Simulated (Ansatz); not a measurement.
Starting cell, ZnS (wurtzite):

```yaml
crystal:
  lattice:
    - [3.78216, 0.00000, 0.00000]
    - [-1.89108, 3.27544, 0.00000]
    - [0.00000, 0.00000, 6.20766]
  atoms:
    - { symbol: Zn, position: [0.66667, 0.33333, 0.99968] }
    - { symbol: Zn, position: [0.33333, 0.66667, 0.49968] }
    - { symbol: S, position: [0.66667, 0.33333, 0.62552] }
    - { symbol: S, position: [0.33333, 0.66667, 0.12552] }
```

In this cell atom 4 (S, nearest neighbour Zn at 2.319 Å; its periodic images, 3.8 Å or more away, move with it) is moved by s along Cartesian [110], unit vector (0.707, 0.707, 0.000); all other atoms and the cell stay fixed.

The numbers are results of PBEsol (plane waves to 420 eV, PAW, scalar-relativistic; Ansatz, a program for electronic structure), not measurements. k mesh 8×8×5 (Γ-centred), Fermi-Dirac smearing 0.05 eV. E stands for the smeared free energy. ZnS was relaxed with its symmetry unable to fall. ΔE is measured from the undisplaced structure.

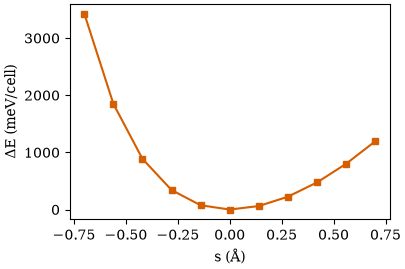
Figure. ΔE (meV/cell) against s (Å); one marker a computed point.

Task: Is the energy the same for displacements of ±0.700 Å, and if not, which side lies higher?

Result: Not even: the negative side lies higher at ±0.700 Å.

Task: What is the energy change at s = 0.700 Å?

Result: About 1200 meV/cell.

(A displaced cell: forces are minus the slopes of the energy, force constants its curvatures, and phonons follow from these.)
